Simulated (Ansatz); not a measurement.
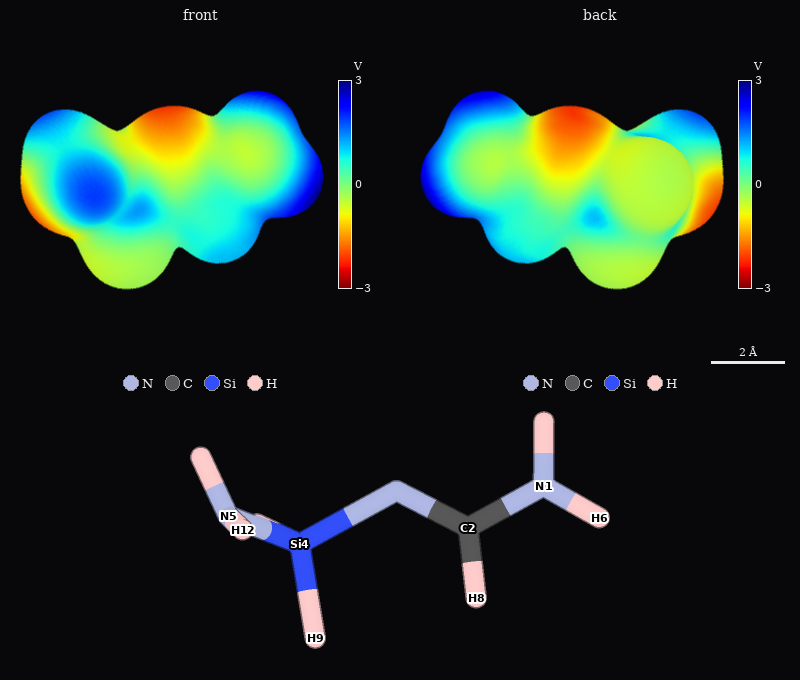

*CH₇N₃Si (SMILES NC=N[SiH2]N). The electrostatic potential painted on the density surface at 0.004 e/bohr³, seen from the front and from behind; red is negative and blue positive. The bare structure is drawn below in the same view.*

Theory: Ansatz, RKS PBE0-D4/def2-SVP.

The calculation's input:

```
crystal:
  periodic: [false, false, false]
  atoms:
    - { symbol: "N", position_ang: [-1.8639, 1.4917, -0.3777] }
    - { symbol: C, position_ang: [-1.1645, 0.4051, -0.4253] }
    - { symbol: "N", position_ang: [-0.0681, 0.34, 0.1741] }
    - { symbol: Si, position_ang: [0.8664, -1.1631, 0.0594] }
    - { symbol: "N", position_ang: [2.1708, -0.7886, 0.944] }
    - { symbol: H, position_ang: [-2.4612, 1.767, -1.2143] }
    - { symbol: H, position_ang: [-1.3755, 2.3342, -0.0146] }
    - { symbol: H, position_ang: [-1.5925, -0.3824, -1.0261] }
    - { symbol: H, position_ang: [1.1681, -1.4203, -1.2972] }
    - { symbol: H, position_ang: [0.0361, -2.2397, 0.7635] }
    - { symbol: H, position_ang: [1.8114, -0.4781, 1.8891] }
    - { symbol: H, position_ang: [2.5499, 0.079, 0.559] }
basis:
  gaussian: { orbitals: def2-SVP }
hamiltonian:
  xc: pbe0
  dispersion: d4
relax:
  f_tol: 0.015
  max_steps: 40
output:
  orbitals: {}
```

Launched as:

```sh
ansatz run input.yaml --threads 2 --pin off --max-ram 3072MiB --backend cpu --events-out ev --progress --plain --runs-dir out
```

The fields are those of the relaxed geometry.

Question: Where is the surface potential most negative and most positive?

Answer: The most negative region (about −2.1 V) lies over N3, the most positive (about +2.9 V) over H6. N3 is the likeliest acceptor of a hydrogen bond.
